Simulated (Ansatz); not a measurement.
**CH₈AlClSi₂: density, localisation and related maps**

```yaml
atoms:
  - { symbol: Si, position_ang: [-1.2449, 1.0317, 1.0852] }
  - { symbol: C, position_ang: [0.3412, 0.0907, 1.5037] }
  - { symbol: Al, position_ang: [0.3667, -0.7200, 3.2932] }
  - { symbol: Si, position_ang: [-0.6766, -2.9201, 3.6667] }
  - { symbol: Cl, position_ang: [-2.6471, -2.3448, 4.2115] }
  - { symbol: H, position_ang: [-1.4807, 2.1261, 2.0852] }
  - { symbol: H, position_ang: [-1.1716, 1.6529, -0.2790] }
  - { symbol: H, position_ang: [-2.4253, 0.1061, 1.1214] }
  - { symbol: H, position_ang: [0.4723, -0.6888, 0.7319] }
  - { symbol: H, position_ang: [1.1808, 0.8039, 1.4168] }
  - { symbol: H, position_ang: [0.9425, 0.0852, 4.5477] }
  - { symbol: H, position_ang: [-0.1526, -3.7500, 4.8022] }
  - { symbol: H, position_ang: [-0.8214, -3.8235, 2.4760] }
```

Method: Ansatz, RKS PBE0/cc-pVDZ.

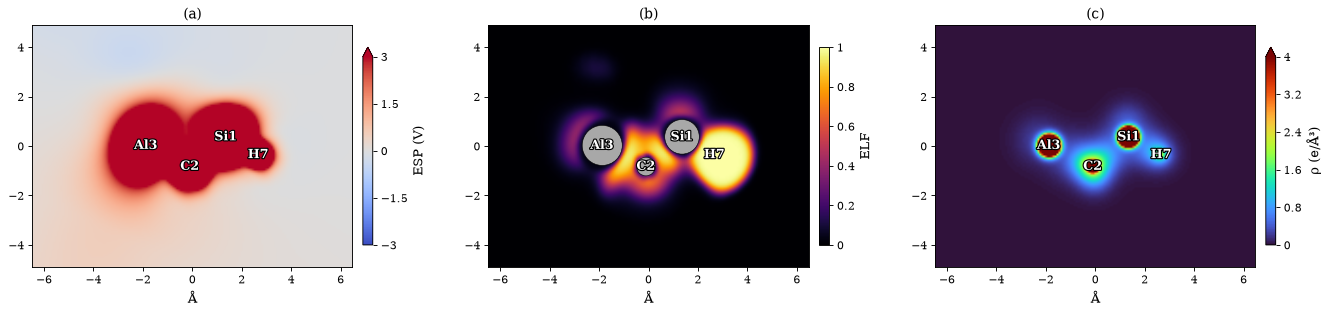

Figure 1. (a) electrostatic potential; (b) electron localisation function; (c) electron density on the plane of atoms C2, Si1 and H7. Grey discs cover the atomic cores in the ELF map.

### What do the fields say about this system?

- Atoms in the plane: Si, C, Al and H.
- C–Si (1.89 Å): the density is about 0.87 e/Å³ at the midpoint; the ELF peaks at about 0.95 between the atoms, as expected for a covalent bond.
- C–Al (1.96 Å): the density is about 0.66 e/Å³ at the midpoint; the ELF peaks at about 0.95 between the atoms, as expected for a shared but strongly polarised pair.
- Si–H (1.50 Å): ρ is about 0.74 e/Å³ halfway; the ELF climbs to about 1 towards the hydrogen, as it does in any bond to H.
- Outside the dense part of the molecule the potential is most negative (−0.4 V) near Cl5, which lies off the plane.

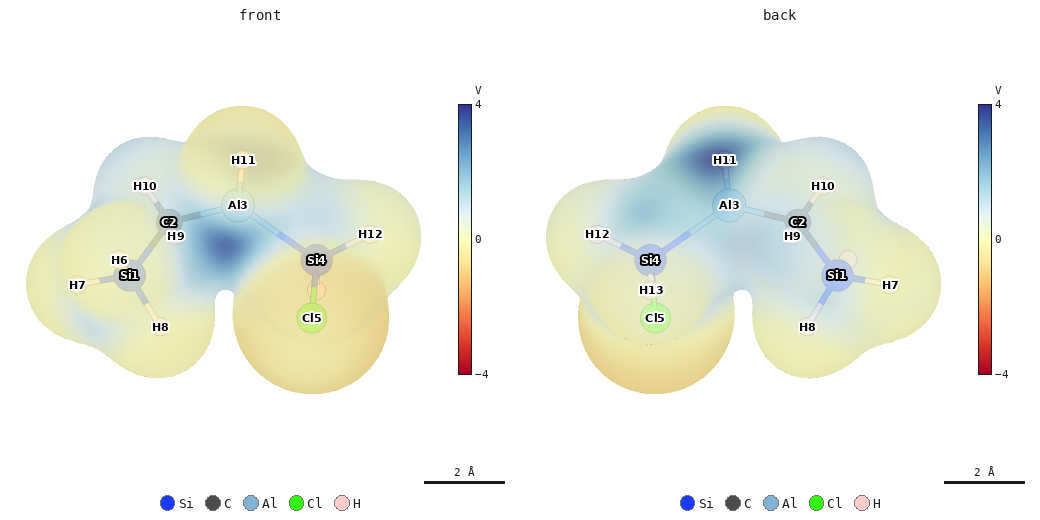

Figure 2. The electrostatic potential painted on the density surface at 0.002 e/bohr³, seen from the front and from behind; the colour scale runs from red (negative) to blue (positive).

### Which sites attract a positive test charge, and which a negative one?

A positive charge is drawn to the negative regions and a negative charge to the positive ones. The most negative region (about −0.7 V, or −16 kcal/mol for a unit charge) lies over Cl5, the most positive (about +3.4 V, or +78 kcal/mol for a unit charge) over Al3.

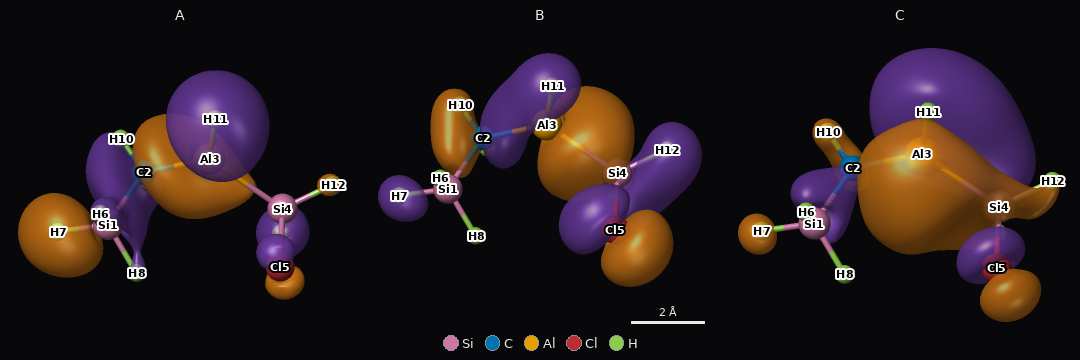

Figure 3. Three frontier orbitals at ±0.06 Å⁻³ᐟ² (orange and purple are the two phases), in no order.

### Which picture is the HOMO−1, the HOMO and the LUMO?

A is the HOMO−1 (−8.30 eV). It lies mainly on C2 (about 25 %), Al3 (about 20 %), H11 (about 20 %), Si1 (about 10 %) and H7 (about 10 %). B is the HOMO (−7.40 eV). Its weight (Hirshfeld) is mainly on Si4 (about 30 %), Al3 (about 20 %), Cl5 (about 20 %) and C2 (about 10 %). C is the LUMO (−2.09 eV). It lies mainly on Al3 (about 60 %), Si4 (about 15 %) and Cl5 (about 10 %).

### What is the HOMO–LUMO gap?

5.31 eV between the orbital energies.
